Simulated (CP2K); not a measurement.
**Two attempts at CH3ClInO (SMILES C[O][In][Cl])**

Aim: energy and gradient of CH3ClInO at GFN2-xTB.

The calculation is run with CP2K 2026.2.

3 further runs of the same task are left out: 1 that didn't finish, 2 set aside as unsound or not needed.

### Step 1. Starting point

CH3ClInO has 7 atoms, charge 0, and is taken as a doublet. As SMILES, `C[O][In][Cl]`. Geometry: a GFN2-xTB relaxation, a rough one for these elements and not checked as a minimum. This is one conformer, not always the lowest.

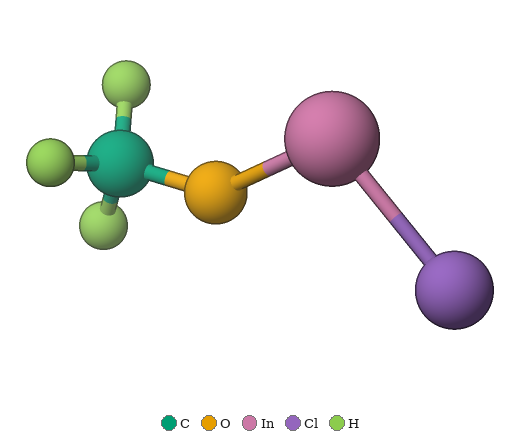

The structure, seen from a chosen angle (carbon teal, oxygen amber, indium pink, chlorine purple, hydrogen green).

### Step 2. Try one

Input file qs.inp:

```
&force_eval
  method QS
  &dft
    charge 0
    multiplicity 2
    unrestricted_kohn_sham T
    &qs
      method XTB
      eps_default 1.0E-10
      &xtb
        gfn_type TBLITE
        &tblite
          method GFN2
        &end tblite
        check_atomic_charges F
      &end xtb
    &end qs
    &poisson
      periodic NONE
      poisson_solver ANALYTIC
    &end poisson
    &scf
      scf_guess ATOMIC
      eps_scf 1.0E-06
      MAXSCF 150
      added_mos 2
      &diagonalization
        algorithm STANDARD
      &end diagonalization
      &mixing
        method DIRECT_P_MIXING
        alpha 0.4
      &end mixing
      &smear ON
        method FERMI_DIRAC
        electronic_temperature [K] 300
      &end smear
    &end scf
    &print
      &moments
        periodic F
        reference COM
        max_moment 1
      &end moments
      &mo ON
        energies T
        occupation_numbers T
        ndigits 6
        &each
          qs_scf 0
        &end each
        add_last NUMERIC
      &end mo
      &hirshfeld OFF
      &end hirshfeld
    &end print
  &end dft
  &subsys
    &cell
      abc [angstrom] 10.1 13.4 10.3
      periodic NONE
    &end cell
    &coord
      C      0.086740     1.168360     0.208290
      O     -0.114130    -0.141040    -0.166940
      In     0.609540    -2.104210     0.110900
      Cl    -0.947220    -3.562570    -1.016890
      H     -0.581170     1.790530    -0.407260
      H     -0.166720     1.342350     1.261770
      H      1.112960     1.506590     0.010130
    &end coord
    &topology
      &center_coordinates
      &end center_coordinates
    &end topology
  &end subsys
  &print
    &forces ON
    &end forces
  &end print
&end force_eval

&global
  project qs
  run_type ENERGY_FORCE
  print_level MEDIUM
&end global
```

Command:

```console
OMP_NUM_THREADS=1 cp2k.psmp -i qs.inp > qs.out 2>&1
```

Standard output:

```text
Possible matches for unknown keyword

 MAXSCF

   keyword MAX_SCF in section %__ROOT__%FORCE_EVAL%DFT%SCF score:  109
   keyword MAX_SCF in section %__ROOT__%FORCE_EVAL%DFT%XAS%SCF score:  109
   keyword EPS_SCF in section %__ROOT__%FORCE_EVAL%DFT%SCF score:  106
   enum MOPAC in section %__ROOT__%FORCE_EVAL%DFT%SCF for keyword SCF_GUESS score:  106
   keyword ROKS_F in section %__ROOT__%FORCE_EVAL%DFT%SCF score:  106

 *******************************************************************************
 *   ___                                                                       *
 *  /   \                                                                      *
 * [ABORT]                                                                     *
 *  \___/             found an unknown keyword MAXSCF in section SCF           *
 *    |                                                                        *
 *  O/|                                                                        *
 * /| |                                                                        *
 * / \                                               input/input_parsing.F:253 *
 *******************************************************************************

 ===== Routine Calling Stack =====

            5 section_vals_parse
            4 section_vals_parse
            3 section_vals_parse
            2 section_vals_parse
            1 read_input

Program received signal SIGABRT: Process abort signal.

Backtrace for this error:
#0  0x4d1f5c31f957 in ???
#1  0x4d1f7cbd4cac in __pthread_kill_implementation
#2  0x4d1f7cb7bfb7 in raise
#3  0x4d1f7cb65d37 in abort
#4  0x4d1f5c9f2d83 in ???
#5  0x4d1f5c9f4297 in ???
#6  0x4d1f5cb642b7 in ???
#7  0x4d1f5cb638f7 in ???
#8  0x4d1f5cb638f7 in ???
#9  0x4d1f5cb638f7 in ???
#10  0x4d1f5c439807 in ???
#11  0x4d1f5cca4e8b in ???
#12  0x4d1f5cca9d0b in ???
#13  0x4d1f5c3c0db3 in ???
#14  0x4d1f5c3bef13 in ???
#15  0x4d1f7cb66573 in __libc_start_call_main
#16  0x4d1f7cb66657 in __libc_start_main_impl
#17  0x4d1f5c3bf06f in ???
#18  0xffffffffffffffff in ???
```

Run time: 0.47 s. Hardware: 1 thread of Arm Neoverse N1, shared host; peak memory 0.13 GiB.

### Step 3. What went wrong

The input was rejected.

The log says `\___/             found an unknown keyword MAXSCF in section SCF`. The cause is that the input text is malformed or holds a word that the program doesn't know.

### Step 4. The mended input

Input file molecule.inp:

```
&GLOBAL
 PROJECT_NAME molecule
 RUN_TYPE ENERGY_FORCE
 PRINT_LEVEL MEDIUM
&END GLOBAL

&FORCE_EVAL
 METHOD Quickstep
 &DFT
  MULTIPLICITY 2
  UKS T
  &QS
   METHOD XTB
   EPS_DEFAULT 1.0E-10
   &XTB
    GFN_TYPE TBLITE
    &TBLITE
     METHOD GFN2
    &END TBLITE
    CHECK_ATOMIC_CHARGES F
   &END XTB
  &END QS
  &POISSON
   PERIODIC NONE
   POISSON_SOLVER ANALYTIC
  &END POISSON
  &SCF
   SCF_GUESS ATOMIC
   EPS_SCF 1.0E-06
   MAX_SCF 150
   ADDED_MOS 2
   &DIAGONALIZATION
    ALGORITHM STANDARD
   &END DIAGONALIZATION
   &MIXING
    METHOD DIRECT_P_MIXING
    ALPHA 0.4
   &END MIXING
   &SMEAR ON
    METHOD FERMI_DIRAC
    ELECTRONIC_TEMPERATURE [K] 300
   &END SMEAR
  &END SCF
  &PRINT
   &MOMENTS
    PERIODIC F
    REFERENCE COM
    MAX_MOMENT 1
   &END MOMENTS
   &MO ON
    ENERGIES T
    OCCUPATION_NUMBERS T
    NDIGITS 6
    &EACH
     QS_SCF 0
    &END EACH
    ADD_LAST NUMERIC
   &END MO
   &HIRSHFELD OFF
   &END HIRSHFELD
  &END PRINT
 &END DFT
 &SUBSYS
  &CELL
   ABC 10.1 13.4 10.3
   PERIODIC NONE
  &END CELL
  &COORD
   C      0.086740     1.168360     0.208290
   O     -0.114130    -0.141040    -0.166940
   In     0.609540    -2.104210     0.110900
   Cl    -0.947220    -3.562570    -1.016890
   H     -0.581170     1.790530    -0.407260
   H     -0.166720     1.342350     1.261770
   H      1.112960     1.506590     0.010130
  &END COORD
  &TOPOLOGY
   &CENTER_COORDINATES
   &END CENTER_COORDINATES
  &END TOPOLOGY
 &END SUBSYS
 &PRINT
  &FORCES ON
  &END FORCES
 &END PRINT
&END FORCE_EVAL
```

Command:

```console
OMP_NUM_THREADS=1 cp2k.psmp -i molecule.inp -o molecule.out
```

Standard output:

```text
CP2K| version string:                                       CP2K version 2026.2
[...]
 GLOBAL| Method name                                                        CP2K
[...]
 GLOBAL| Run type                                                   ENERGY_FORCE
[...]
                             - Atoms:                                          7
[...]
                             - Spherical basis functions:                     29
[...]
 Number of electrons:                                                         12
[...]
  *** SCF run converged in    21 steps ***
[...]
  Fermi energy:                                                -0.38292642858211
[...]
 TB_DIPOLE| Moment [Debye]          2.20230179       1.43942525       1.61092015
 TB_DIPOLE| Derivative [a.u.]       0.00000000       0.00000000       0.00000000
[...]
 ENERGY| Total FORCE_EVAL ( QS ) energy [hartree]            -13.555582971935356
 FORCES| Atomic forces [hartree/bohr]
 FORCES|   Atom     x               y               z               |f|
 FORCES|      1  1.54664150E-05  6.74570576E-04 -2.96987429E-05   6.75401131E-04
 FORCES|      2 -2.07342741E-04  4.85697374E-04 -6.50553693E-05   5.32095059E-04
 FORCES|      3  2.91442882E-04 -5.32302487E-04  2.92002213E-04   6.73461344E-04
 FORCES|      4 -8.07778255E-05 -1.63601885E-04 -2.18860249E-04   2.84939367E-04
 FORCES|      5  1.65777401E-04 -2.49857652E-04  2.71373491E-04   4.04418798E-04
 FORCES|      6  2.11987554E-04  2.68024406E-05 -3.07723856E-04   3.74634576E-04
 FORCES|      7 -3.96553685E-04 -2.41308367E-04  5.79625138E-05   4.67807873E-04
 FORCES| Sum     7.01478806E-17 -2.66984785E-17 -9.75104329E-17
 FORCES| Total atomic force                                       1.23052096E-16
[...]
```

Wall time 0.46 s (1 thread of Arm Neoverse N1, shared host); peak memory 0.14 GiB.

### Step 5. Outcome

Level: GFN2-xTB.

| quantity | value |
| --- | --- |
| total energy | -13.55558 Eh |
| dipole moment (from atomic charges alone) | 3.08 D |
| HOMO energy (highest over α and β) | -10.58 eV |
| LUMO energy (lowest over α and β) | -10.26 eV |
| largest force on an atom | 0.035 eV/Å |

**Reading.** The dipole comes from point charges on the atoms alone, without atomic dipoles, so it is partial.
